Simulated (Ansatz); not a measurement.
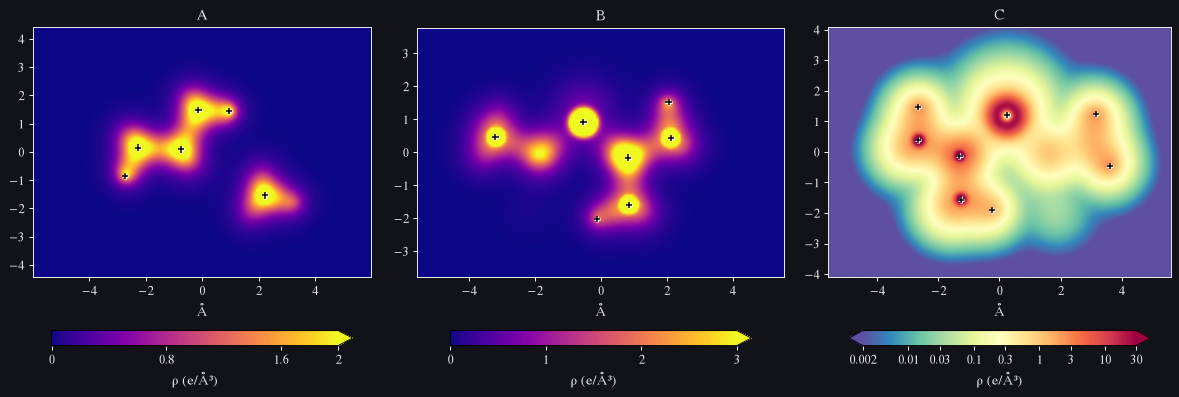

The electron density of 3 systems, each on a plane through atoms (crosses mark nuclei in the plane).

All numbers below come from RKS PBE0-D4/def2-TZVPP (Ansatz).

System 1: C4H12N2Si, the plane of atoms C6, N5 and C7. Geometry: PBE0-D4/def2-TZVP.

```xyz
19

C     2.7710   -0.2921   -0.3823
N     1.3273   -0.3391   -0.3188
C     0.8226   -1.6764   -0.1241
Si    0.4792    1.1280   -0.6663
N    -1.0984    0.8853    0.0005
C    -1.5218    0.0477    1.0961
C    -2.1524    1.7518   -0.4780
H     3.2275   -0.5582    0.5799
H     3.1597   -0.9851   -1.1400
H     3.1016    0.7183   -0.6393
H     1.0256   -2.0600    0.8854
H    -0.2517   -1.7143   -0.2979
H     1.3005   -2.3647   -0.8333
H    -2.2232   -0.7367    0.7795
H    -0.6662   -0.4271    1.5739
H    -2.0351    0.6530    1.8545
H    -2.9661    1.1806   -0.9436
H    -1.7577    2.4414   -1.2295
H    -2.5844    2.3435    0.3397
```

System 2: C4H12N2Sn (SMILES C[N](C)[Sn][N](C)C), the plane of atoms N5, C6 and H15. Geometry: PBE0-D4/def2-TZVP; core potentials replace the inner electrons of Sn.

```xyz
19

C    -0.7316   -1.2264   -1.2627
N    -0.1549   -1.5901    0.0025
C     0.1627   -2.9914    0.0820
Sn    0.0936   -0.4288    1.6628
N     0.1936    1.3960    0.7533
C    -0.0728    2.5756    1.5333
C     0.6188    1.7042   -0.5845
H    -0.0158   -1.3126   -2.0959
H    -1.1039   -0.2017   -1.2435
H    -1.5810   -1.8832   -1.5056
H    -0.7128   -3.6215   -0.1377
H     0.9526   -3.2788   -0.6290
H     0.5189   -3.2549    1.0836
H     0.7916    3.2570    1.5511
H    -0.3105    2.3131    2.5697
H    -0.9264    3.1491    1.1401
H     1.4557    2.4192   -0.5711
H     0.9610    0.8081   -1.1030
H    -0.1802    2.1626   -1.1888
```

System 3: C6H14Sn (SMILES C[CH](C)[Sn][CH](C)C), the plane of atoms C5, C6 and H16. Geometry: PBE0-D4/def2-TZVP; core potentials replace the inner electrons of Sn.

```yaml
atoms:
  - { symbol: C, position_ang: [-0.4581, -2.5189, 0.7037] }
  - { symbol: C, position_ang: [-0.9771, -1.1763, 1.2116] }
  - { symbol: C, position_ang: [-2.0567, -0.6138, 0.3059] }
  - { symbol: Sn, position_ang: [0.7968, 0.1133, 1.5727] }
  - { symbol: C, position_ang: [0.6725, 1.3300, -0.2719] }
  - { symbol: C, position_ang: [1.2051, 0.4575, -1.4040] }
  - { symbol: C, position_ang: [1.4517, 2.6292, -0.1587] }
  - { symbol: H, position_ang: [-0.0018, -2.4311, -0.2884] }
  - { symbol: H, position_ang: [-1.2723, -3.2488, 0.6091] }
  - { symbol: H, position_ang: [0.2910, -2.9589, 1.3705] }
  - { symbol: H, position_ang: [-1.3971, -1.3364, 2.2124] }
  - { symbol: H, position_ang: [-1.6823, -0.4348, -0.7063] }
  - { symbol: H, position_ang: [-2.9020, -1.3091, 0.2140] }
  - { symbol: H, position_ang: [-2.4586, 0.3342, 0.6748] }
  - { symbol: H, position_ang: [-0.3830, 1.5501, -0.4627] }
  - { symbol: H, position_ang: [0.5936, -0.4344, -1.5696] }
  - { symbol: H, position_ang: [2.2330, 0.1228, -1.2159] }
  - { symbol: H, position_ang: [1.2321, 1.0105, -2.3521] }
  - { symbol: H, position_ang: [1.0563, 3.2830, 0.6241] }
  - { symbol: H, position_ang: [1.4266, 3.1957, -1.0991] }
  - { symbol: H, position_ang: [2.5058, 2.4468, 0.0766] }
```

Q: Match each panel to its system.

A: Panel A is system 3, C6H14Sn: the plane holds C and H. C–C (1.53 Å): ρ at the midpoint is about 1.6 e/Å³. Panel B is system 1, C4H12N2Si: the plane holds C, Si, N and H. C–N (1.44 Å): ρ at the midpoint is about 2 e/Å³. Panel C is system 2, C4H12N2Sn: the plane holds Sn, N, C and H. C–N (1.44 Å): ρ is about 2 e/Å³ halfway.
